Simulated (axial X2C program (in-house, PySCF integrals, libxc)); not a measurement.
**SrSi⁺: bond curves with and without spin–orbit coupling**

Aim: find the lowest determinant of SrSi⁺, scan the bond at several levels and fit the constants, once spin-free and once with spin–orbit coupling.

Program: an in-house X2C program for linear molecules on PySCF integrals. Level of theory: all-electron X2C, Sr dyall-cv3z, Si dyall-v3z. These are calculated values, not measurements.

## Step 1: Set-up

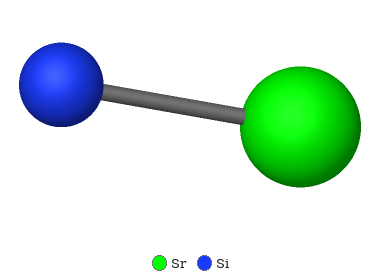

The two atoms at 3.010 Å (strontium green, silicon blue).

Contents of task.json:

```json
{"zs": [38, 14], "q": 1, "bas": ["dyall-cv3z", "dyall-v3z"], "levels": ["PBE0", "HF", "BLYP"], "cc": true, "r0": 3.01, "thr": -2.0, "nmax": 90, "npts": 10, "nst": 2, "ntry": 6}
```

Keys: zs atomic numbers; q charge; bas basis sets; levels methods (HF also brings MP2); cc coupled cluster on or off; r0 starting distance in Å; thr threshold in hartree for freezing inner shells (an s shell follows its p shell); nmax most natural virtual spinors; npts points asked for on the curve; nst determinants followed; ntry starts of the search.

On the command line:

```sh
python so2c.py task.json out
```

Spin-free means the one-electron spin-free X2C Hamiltonian; two-component (2c) means X2C with spin–orbit coupling and atomic mean-field two-electron Coulomb and Gaunt terms. Basis: Sr dyall-cv3z contracted to [13s12p8d5f1g], Si dyall-v3z contracted to [8s7p2d1f]; Gaussian nuclei, density fitting. Masses: Sr 87.906 u, Si 27.977 u.

Notation: σ, π±, δ± give the projection m of an orbital's angular momentum (0, ±1, ±2), α and β its spin, Λ and M_S the sums; ω is the projection of a spinor's total angular momentum and Ω the sum. Logs are in hartree.

The results follow Hamiltonian by Hamiltonian and level by level.

## Step 2: Which state to follow

PBE0 moves the distance from 3.010 Å to 2.798 Å and compares determinants there.

Spin-free determinants:

```
ΔE (eV)             state                          open shells
   0.00  M_S = 3/2, Λ = 0   beyond closed shells: σα, π+α, π-α
   0.51  M_S = 1/2, Λ = 0   beyond closed shells: σβ, π+α, π-α
   0.77  M_S = 1/2, Λ = 1            beyond closed shells: π+α
   0.99  M_S = 1/2, Λ = 2   beyond closed shells: σα, π+α, π+β
   0.99  M_S = 1/2, Λ = 0   beyond closed shells: σα, π+β, π-α
   1.86  M_S = 3/2, Λ = 1    beyond closed shells: 2 × σα, π+α
   1.86  M_S = 1/2, Λ = 1  beyond closed shells: π+α, π+β, π-α
```

Two-component determinants:

```
ΔE (eV)    state                                  open shells
   0.00  Ω = 3/2                excess of +ω over −ω: ω = 3/2
   0.51  Ω = 1/2  excess of +ω over −ω: 2 × ω = -1/2, ω = 3/2
   0.76  Ω = 1/2                excess of +ω over −ω: ω = 1/2
   0.99  Ω = 5/2   excess of +ω over −ω: 2 × ω = 1/2, ω = 3/2
   1.01  Ω = 1/2                excess of +ω over −ω: ω = 1/2
   3.41  Ω = 5/2                excess of +ω over −ω: ω = 5/2
   3.41  Ω = 7/2   excess of +ω over −ω: ω = 1/2, 2 × ω = 3/2
```

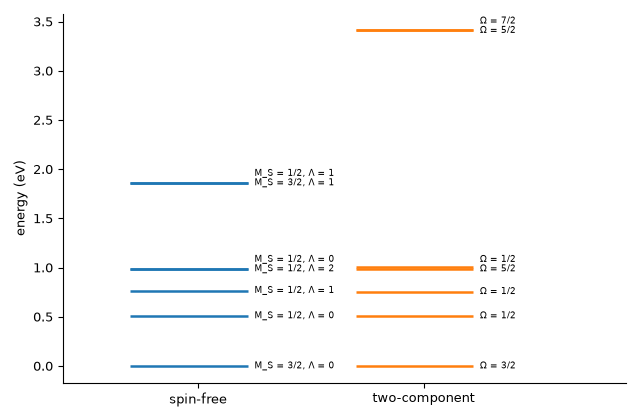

The determinants found, each set from its own lowest.

## Step 3: PBE0, spin-free

State followed: M_S = 3/2, Λ = 0 (beyond closed shells: σα, π+α, π-α). The scan is laid around 2.798 Å, a first estimate of the minimum, and this SCF restarts from the orbitals of the search.

The SCF at the reference distance of 2.798 Å:

```text
spin-free X2C-1e  PBE0
basis functions 179  fitting functions 982  grid points 5083
iter        total energy     max residual
   1      -3468.699069791     1.96e-05
   2      -3468.699069803     1.75e-05
   3      -3468.699069807     6.77e-06
converged
one-electron -4991.05796605  Coulomb 1548.08725639  exact exchange -31.07389458  xc functional -95.27000388  nuclear repulsion 100.61553832
```

Along the bond, energies from the lowest point:

```
R (Å)  E (eV)  μ (D)  HOMO (eV)  LUMO (eV)  iterations
2.434  0.5569  -5.26     -10.01      -6.58          23
2.546  0.2318  -5.64      -9.92      -6.66          20
2.630  0.0910  -5.91      -9.74      -6.71          17
2.714  0.0186  -6.16      -9.58      -6.76          13
2.798  0.0000  -6.40      -9.43      -6.81           3
2.896  0.0300  -6.67      -9.27      -6.86          13
2.994  0.1012  -6.90      -9.13      -6.91          12
3.120  0.2334  -7.15      -8.97      -6.96          12
3.274  0.4306  -7.37      -8.80      -7.03          13
3.498  0.7381  -7.49      -8.63      -7.11          13
```

Dipoles are positive if Si is the positive end and refer to the centre of mass.

Outer orbitals at the reference distance:

```
symmetry  occupied  ε (eV)              atomic character
     π-α       yes  -30.33                     100% Sr p
     π+α       yes  -30.33                     100% Sr p
      σα       yes  -30.32                      97% Sr p
     π-β       yes  -30.14                     100% Sr p
     π+β       yes  -30.14                     100% Sr p
      σβ       yes  -29.93                      98% Sr p
      σα       yes  -16.63    74% Si s, 9% Sr p, 8% Sr d
      σβ       yes  -14.00    74% Si s, 9% Sr p, 8% Sr d
      σα       yes   -9.98   68% Si p, 16% Sr s, 9% Sr d
     π-α       yes   -9.43   72% Si p, 19% Sr d, 5% Sr p
     π+α       yes   -9.43   72% Si p, 19% Sr d, 5% Sr p
      σβ        no   -6.81   57% Sr s, 32% Si p, 7% Sr p
      σα        no   -6.60  63% Sr s, 16% Sr d, 14% Sr p
     π+β        no   -5.99   55% Si p, 38% Sr d, 5% Sr p
     π-β        no   -5.99   55% Si p, 38% Sr d, 5% Sr p
```

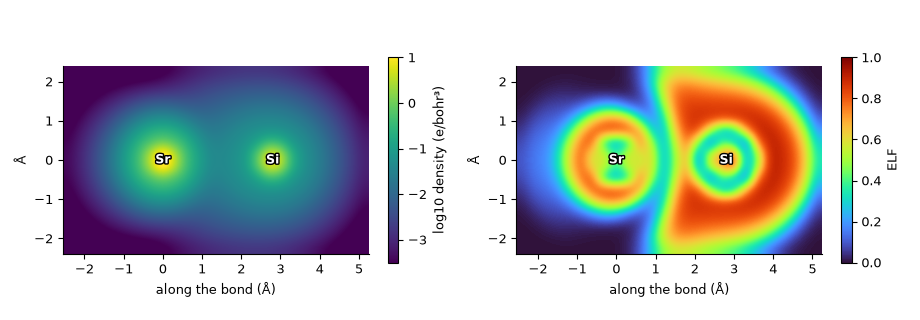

PBE0 fields in a plane through the axis, from a grid of 0.3 Å; Sr lies at z = 0 and Si at z = 2.798 Å; the ELF is damped to zero where the density is low.

Re = 2.790 Å, ωe = 277.9 cm⁻¹, ωexe = 0.906 cm⁻¹, Be = 0.102 cm⁻¹, De = 1.67 eV, μ = -6.38 D.

## Step 4: HF, spin-free

The SCF at the reference distance of 2.798 Å:

```text
spin-free X2C-1e  HF
basis functions 179  fitting functions 982  grid points 5083
iter        total energy     max residual
   1      -3466.650749665     3.43e-01
   2      -3466.673440452     9.88e-03
   3      -3466.674446093     9.90e-03
   4      -3466.674638662     3.07e-03
   5      -3466.674689542     1.08e-03
   6      -3466.674713025     1.34e-03
   7      -3466.674721132     5.95e-04
   8      -3466.674723248     1.22e-04
   9      -3466.674723817     1.40e-04
  10      -3466.674723994     8.24e-05
  11      -3466.674724035     2.30e-05
  12      -3466.674724040     9.78e-06
  13      -3466.674724041     3.66e-06
  14      -3466.674724041     4.40e-07
converged
one-electron -4990.14747776  Coulomb 1547.24260312  exact exchange -124.38538772  xc functional 0.00000000  nuclear repulsion 100.61553832
```

No constants are quoted: the solution changes its character somewhere along the scan, so the fit is set aside.

## Step 5: BLYP, spin-free

Output at 2.798 Å:

```text
spin-free X2C-1e  BLYP
basis functions 179  fitting functions 982  grid points 5083
iter        total energy     max residual
   1      -3469.229155235     1.31e-01
   2      -3469.235902639     6.33e-03
   3      -3469.236569066     9.15e-03
   4      -3469.236673490     1.39e-03
   5      -3469.236704505     2.08e-03
   6      -3469.236713223     3.71e-04
   7      -3469.236713928     2.00e-04
   8      -3469.236714029     3.43e-05
   9      -3469.236714036     1.71e-05
converged
one-electron -4991.09626234  Coulomb 1548.10052859  exact exchange 0.00000000  xc functional -126.85651860  nuclear repulsion 100.61553832
```

Re = 2.844 Å, ωe = 249.1 cm⁻¹, ωexe = 1.03 cm⁻¹, Be = 0.0982 cm⁻¹, De = 1.35 eV, μ = -5.30 D.

## Step 6: MP2 and beyond, spin-free

Correlated methods: 13 electrons correlated (frozen shells, counted by type: Sr 3 s, 2 p, 1 d; Si 2 s, 1 p), 235 virtual spinors in MP2, 89 natural virtuals in coupled cluster.

Output of the correlated part at 2.798 Å:

```text
correlated 13  virtual 235  natural virtual 89  E(MP2) -0.282409294  MP2 remainder -0.011685347
iter   CCSD correlation   residual
   1     -0.293780696   1.06e-01
   2     -0.300437791   3.43e-02
   3     -0.300863892   1.23e-02
   4     -0.300924846   6.03e-03
   5     -0.300959285   2.16e-03
   6     -0.300968994   7.31e-04
   7     -0.300974075   2.62e-04
   8     -0.300974189   8.32e-05
   9     -0.300973721   3.38e-05
  10     -0.300973852   1.35e-05
  11     -0.300973900   5.43e-06
  12     -0.300973934   1.94e-06
  13     -0.300973940   7.12e-07
(T) -0.010615357  T1 0.0185  D1 0.0472  max T2 0.058
```

T1 in the output is the amplitude norm over the root of the electron number; divide by √2 for the Lee–Taylor value.

MP2: No constants are quoted: the reference changes its character somewhere along the scan, so the fit is set aside.

CCSD: No constants are quoted: the reference changes its character somewhere along the scan, so the fit is set aside.

CCSD(T): No constants are quoted: the reference changes its character somewhere along the scan, so the fit is set aside.

## Step 7: A higher determinant, spin-free

State: M_S = 1/2, Λ = 0 (beyond closed shells: σβ, π+α, π-α).

Output at the reference distance:

```text
spin-free X2C-1e  PBE0
basis functions 179  fitting functions 982  grid points 5083
iter        total energy     max residual
   1      -3468.680356133     9.51e-05
   2      -3468.680356186     6.59e-05
   3      -3468.680356208     8.82e-06
   4      -3468.680356210     4.20e-06
converged
one-electron -4990.92396145  Coulomb 1547.95381551  exact exchange -31.06806624  xc functional -95.25768235  nuclear repulsion 100.61553832
```

```
R (Å)  E above the lowest PBE0 point (eV)
2.434                               1.048
2.546                               0.734
2.630                               0.598
2.714                               0.528
2.798                               0.509
2.896                               0.535
2.994                               0.599
3.120                               0.714
3.274                               0.880
```

Re = 2.793 Å, ωe = 267.3 cm⁻¹, ωexe = 1.15 cm⁻¹, Be = 0.1018 cm⁻¹, μ = -6.19 D. ⟨S²⟩ = 1.77 against 0.75 for a pure state, so this determinant mixes spins. Te = 0.51 eV.

## Step 8: The spin-free curves together

Energy (eV) of the followed determinant, spin-free, from each level's lowest point:

```
R (Å)   PBE0  HF (jumps)  MP2 (its reference jumps)  CCSD (its reference jumps)  CCSD(T) (its reference jumps)   BLYP
2.434  0.557       0.825                      0.622                         n/a                            n/a  0.640
2.546  0.232       0.396                      0.268                       0.293                          0.288  0.295
2.630  0.091       0.193                      0.111                       0.127                          0.124  0.135
2.714  0.019       0.069                      0.027                       0.034                          0.033  0.042
2.798  0.000       0.008                      0.000                       0.000                          0.000  0.000
2.896  0.030       0.000                      0.024                       0.016                          0.017  0.001
2.994  0.101       0.042                      0.093                       0.077                          0.078  0.041
3.120  0.233       0.146                      0.224                       0.199                          0.201  0.131
3.274  0.431       0.317                      0.421                         n/a                            n/a  0.276
3.498  0.738       0.570                      0.719                         n/a                            n/a  0.510
```

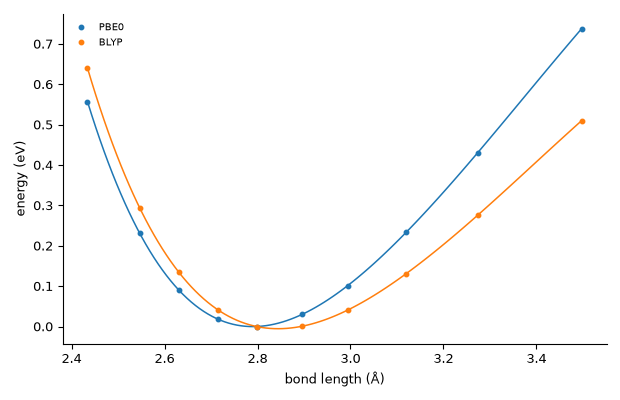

Curves of the followed state, spin-free, each from its own lowest point. Left out: HF, MP2, CCSD, CCSD(T).

## Step 9: PBE0, 2c

State followed: Ω = 3/2 (excess of +ω over −ω: ω = 3/2). The scan is laid around 2.798 Å, a first estimate of the minimum, and this SCF restarts from the orbitals of the search.

Output at 2.798 Å:

```text
two-component X2C + atomic mean field  PBE0
basis functions 179  fitting functions 982  grid points 5083
iter        total energy     max residual
   1      -3467.484774797     5.05e-05
   2      -3467.484774803     1.37e-05
converged
one-electron -4987.84069716  Coulomb 1547.39575838  exact exchange -31.05967365  xc functional -95.22720431  nuclear repulsion 100.61553832  atomic mean-field constant -1.36849638
```

Along the bond, energies from the lowest point:

```
R (Å)  E (eV)  μ (D)  HOMO (eV)  LUMO (eV)  iterations
2.434  0.5566  -5.25     -10.01      -6.59          23
2.546  0.2316  -5.63      -9.90      -6.66          20
2.630  0.0909  -5.90      -9.73      -6.71          17
2.714  0.0186  -6.15      -9.57      -6.76          13
2.798  0.0000  -6.40      -9.42      -6.81           2
2.896  0.0301  -6.66      -9.26      -6.86          16
2.994  0.1013  -6.89      -9.12      -6.91          12
3.120  0.2335  -7.14      -8.96      -6.96          12
3.274  0.4307  -7.36      -8.79      -7.03          14
3.498  0.7383  -7.48      -8.62      -7.11          18
```

Dipoles are positive if Si is the positive end and refer to the centre of mass.

Outer spinors at the reference distance:

```tsv
ω	occupied	ε (eV)	atomic character	λ mixture
-1/2	yes	-30.98	99% Sr p	79% π, 21% σ
1/2	yes	-30.96	99% Sr p	60% π, 40% σ
3/2	yes	-29.94	100% Sr p	100% π
1/2	yes	-29.86	98% Sr p	60% σ, 40% π
-3/2	yes	-29.75	100% Sr p	100% π
-1/2	yes	-29.64	98% Sr p	79% σ, 21% π
1/2	yes	-16.63	74% Si s, 9% Sr p, 8% Sr d	100% σ
-1/2	yes	-14.00	74% Si s, 9% Sr p, 8% Sr d	100% σ
1/2	yes	-9.98	68% Si p, 16% Sr s, 9% Sr d	100% σ
-1/2	yes	-9.44	72% Si p, 19% Sr d, 5% Sr p	100% π
3/2	yes	-9.42	72% Si p, 19% Sr d, 5% Sr p	100% π
-1/2	no	-6.81	57% Sr s, 32% Si p, 7% Sr p	100% σ
1/2	no	-6.60	63% Sr s, 16% Sr d, 13% Sr p	100% σ
1/2	no	-6.00	55% Si p, 38% Sr d, 5% Sr p	100% π
-3/2	no	-5.98	54% Si p, 39% Sr d, 5% Sr p	100% π
```

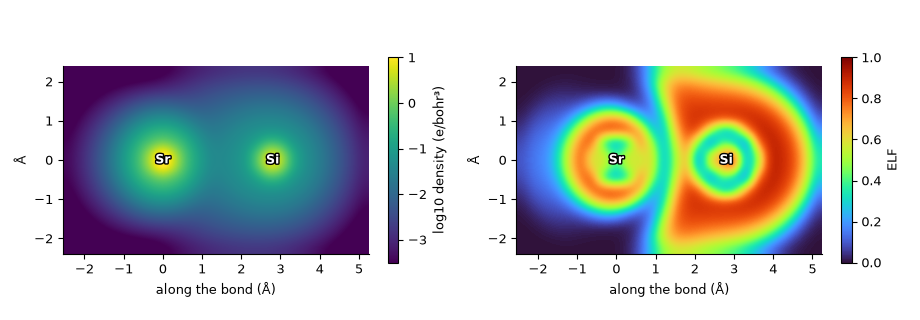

PBE0 fields in a plane through the axis, from a grid of 0.3 Å; Sr lies at z = 0 and Si at z = 2.798 Å; the ELF is damped to zero where the density is low.

Re = 2.790 Å, ωe = 277.9 cm⁻¹, ωexe = 0.906 cm⁻¹, Be = 0.102 cm⁻¹, De = 1.67 eV, μ = -6.37 D.

## Step 10: HF, 2c

The SCF at the reference distance of 2.798 Å:

```text
two-component X2C + atomic mean field  HF
basis functions 179  fitting functions 982  grid points 5083
iter        total energy     max residual
   1      -3465.436591431     3.42e-01
   2      -3465.459277833     9.85e-03
   3      -3465.460285230     9.91e-03
   4      -3465.460477676     3.05e-03
   5      -3465.460528425     1.08e-03
   6      -3465.460551885     1.34e-03
   7      -3465.460559989     5.95e-04
   8      -3465.460562106     1.21e-04
   9      -3465.460562673     1.39e-04
  10      -3465.460562850     8.24e-05
  11      -3465.460562892     2.28e-05
  12      -3465.460562898     1.02e-05
  13      -3465.460562899     4.69e-06
  14      -3465.460562900     4.01e-06
  15      -3465.460562901     9.08e-06
  16      -3465.460562902     1.23e-05
  17      -3465.460562903     7.94e-06
  18      -3465.460562903     2.00e-06
converged
one-electron -4986.92882655  Coulomb 1546.54963820  exact exchange -124.32841649  xc functional 0.00000000  nuclear repulsion 100.61553832  atomic mean-field constant -1.36849638
```

No constants are quoted: the solution changes its character somewhere along the scan, so the fit is set aside.

## Step 11: BLYP, 2c

Output at 2.798 Å:

```text
two-component X2C + atomic mean field  BLYP
basis functions 179  fitting functions 982  grid points 5083
iter        total energy     max residual
   1      -3468.014472900     1.35e-01
   2      -3468.021213408     6.31e-03
   3      -3468.021886359     9.54e-03
   4      -3468.021991865     1.39e-03
   5      -3468.022022918     2.17e-03
   6      -3468.022031769     3.38e-04
   7      -3468.022032518     2.04e-04
   8      -3468.022032650     3.74e-05
   9      -3468.022032683     4.15e-05
  10      -3468.022032711     1.59e-05
  11      -3468.022032726     1.07e-05
  12      -3468.022032728     3.37e-06
converged
one-electron -4987.87966227  Coulomb 1547.40967557  exact exchange 0.00000000  xc functional -126.79908796  nuclear repulsion 100.61553832  atomic mean-field constant -1.36849638
```

No constants are quoted: the solution changes its character somewhere along the scan, so the fit is set aside.

## Step 12: Correlated methods, 2c

Correlated methods: 13 electrons correlated (frozen shells, counted by type: Sr 3 s, 2 p, 1 d; Si 2 s, 1 p), 235 virtual spinors in MP2, 90 natural virtuals in coupled cluster.

Output of the correlated part at 2.798 Å:

```text
correlated 13  virtual 235  natural virtual 90  E(MP2) -0.282445276  MP2 remainder -0.011094461
iter   CCSD correlation   residual
   1     -0.294401020   1.06e-01
   2     -0.301065658   3.44e-02
   3     -0.301495172   1.23e-02
   4     -0.301556103   6.04e-03
   5     -0.301590541   2.16e-03
   6     -0.301600191   7.37e-04
   7     -0.301605321   2.68e-04
   8     -0.301605451   9.30e-05
   9     -0.301604930   4.86e-05
  10     -0.301605062   3.21e-05
  11     -0.301605117   2.46e-05
  12     -0.301605184   1.76e-05
  13     -0.301605166   1.04e-05
(T) -0.010652595  T1 0.0185  D1 0.0472  max T2 0.058
```

MP2: No constants are quoted: the reference changes its character somewhere along the scan, so the fit is set aside.

CCSD: No constants are quoted: the reference changes its character somewhere along the scan, so the fit is set aside.

CCSD(T): No constants are quoted: the reference changes its character somewhere along the scan, so the fit is set aside.

## Step 13: A higher determinant, 2c

State: Ω = 1/2 (excess of +ω over −ω: 2 × ω = -1/2, ω = 3/2).

Output at the reference distance:

```text
two-component X2C + atomic mean field  PBE0
basis functions 179  fitting functions 982  grid points 5083
iter        total energy     max residual
   1      -3467.466065290     2.35e-05
   2      -3467.466065290     1.16e-05
converged
one-electron -4987.70865054  Coulomb 1547.26432091  exact exchange -31.05385810  xc functional -95.21491949  nuclear repulsion 100.61553832  atomic mean-field constant -1.36849638
```

```
R (Å)  E above the lowest PBE0 point (eV)
2.434                               1.048
2.546                               0.734
2.630                               0.598
2.714                               0.528
2.798                               0.509
2.896                               0.535
2.994                               0.599
3.120                               0.714
3.274                               0.881
```

Re = 2.793 Å, ωe = 267.4 cm⁻¹, ωexe = 1.15 cm⁻¹, Be = 0.1018 cm⁻¹, μ = -6.18 D. Te = 0.51 eV.

## Step 14: The 2c curves together

Energy (eV) of the followed determinant, 2c, from each level's lowest point:

```
R (Å)   PBE0  HF (jumps)  MP2 (its reference jumps)  CCSD (its reference jumps)  CCSD(T) (its reference jumps)  BLYP (jumps)
2.434  0.557       0.825                      0.622                         n/a                            n/a         0.640
2.546  0.232       0.397                      0.268                       0.293                          0.288         0.295
2.630  0.091       0.193                      0.111                       0.127                          0.124         0.135
2.714  0.019       0.069                      0.027                       0.034                          0.033         0.042
2.798  0.000       0.008                      0.000                       0.000                          0.000         0.000
2.896  0.030       0.000                      0.024                       0.016                          0.017         0.001
2.994  0.101       0.042                      0.093                       0.077                          0.078         0.041
3.120  0.233       0.146                      0.224                       0.199                          0.201         0.131
3.274  0.431       0.317                      0.422                         n/a                            n/a         0.161
3.498  0.738       0.567                      0.732                         n/a                            n/a         0.254
```

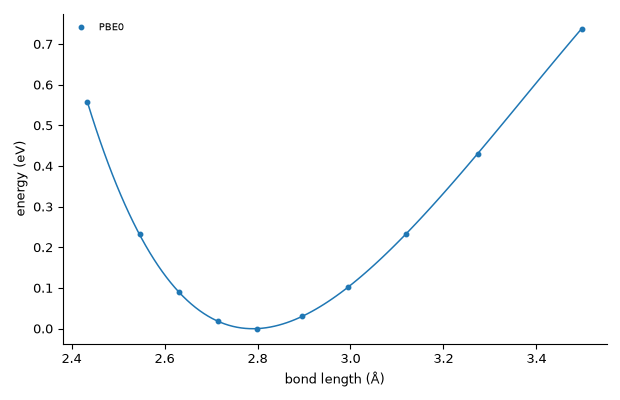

Curves of the followed state, 2c, each from its own lowest point. Left out: HF, MP2, CCSD, CCSD(T), BLYP.

The whole job took 2.9 min on 1 thread of Arm Neoverse V1, shared host; peak memory 0.82 GiB.

## Step 15: What came out

Lowest determinant that the search found at its distance, spin-free: M_S = 3/2, Λ = 0 (beyond closed shells: σα, π+α, π-α).

Lowest determinant that the search found at its distance, 2c: Ω = 3/2 (excess of +ω over −ω: ω = 3/2).

```json
{"Hamiltonian": "spin-free", "level": "PBE0", "Re (Å)": "2.790", "ωe (cm⁻¹)": "277.9", "De (eV)": "1.67", "μ (D)": "-6.38"}
{"Hamiltonian": "spin-free", "level": "BLYP", "Re (Å)": "2.844", "ωe (cm⁻¹)": "249.1", "De (eV)": "1.35", "μ (D)": "-5.30"}
{"Hamiltonian": "2c", "level": "PBE0", "Re (Å)": "2.790", "ωe (cm⁻¹)": "277.9", "De (eV)": "1.67", "μ (D)": "-6.37"}
```

Dipoles are positive if Si is the positive end and refer to the centre of mass. No constants: spin-free HF (the solution changes its character somewhere along the scan, so the fit is set aside); spin-free MP2 (the reference changes its character somewhere along the scan, so the fit is set aside); spin-free CCSD (the reference changes its character somewhere along the scan, so the fit is set aside); spin-free CCSD(T) (the reference changes its character somewhere along the scan, so the fit is set aside); 2c HF (the solution changes its character somewhere along the scan, so the fit is set aside); 2c MP2 (the reference changes its character somewhere along the scan, so the fit is set aside); 2c CCSD (the reference changes its character somewhere along the scan, so the fit is set aside); 2c CCSD(T) (the reference changes its character somewhere along the scan, so the fit is set aside); 2c BLYP (the solution changes its character somewhere along the scan, so the fit is set aside).

Time per point (s) on 1 thread of Arm Neoverse V1, shared host (2c runs); the times are rough: PBE0 0.87.

At PBE0, going from spin-free to two-component changes Re by 0 mÅ, ωe by 0.0 %, which is small (part of it comes from the scalar share of the two-electron terms). De moves by 0.00 eV; both De rest on single-determinant atoms, which can miss part of an open shell's spin–orbit lowering.

De refers to Sr+ + Si, each in the lowest determinant found, which need not be this curve's own limit. Each curve is one determinant whose occupation by symmetry is held fixed; it was picked as the lowest of a PBE0 search that is not exhaustive. De is counted from the lowest determinant-based energies of the atoms at the same level, without counterpoise correction. Density functionals use the spin component along the axis (collinear). With several unpaired electrons one determinant need not be a pure state. At some level an empty orbital lies below a filled one.
